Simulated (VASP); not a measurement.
Band structure of BAs (space group F-43m). Method: PBEsol GGA with spin-orbit coupling, VASP's PBE PAW potentials (set 64) (plane waves; VASP).

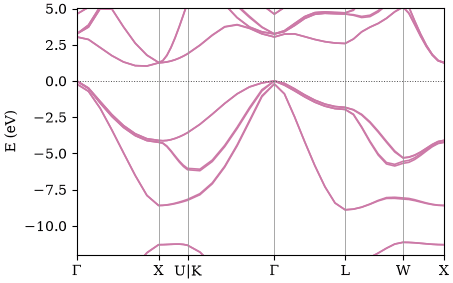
Fig. 1. Bands along high-symmetry lines, zero at the valence-band maximum or, without a gap, the Fermi level

Problem. Read the plot: is there a gap, and where are the band edges?

Solution. The gap is indirect, 1.03 eV, from the valence maximum at Γ to the conduction minimum at Γ-X at 0.86.

The structure comes from a computed database's BAs entry (F-43m); how it stands against other phases isn't given here. It was relaxed first.
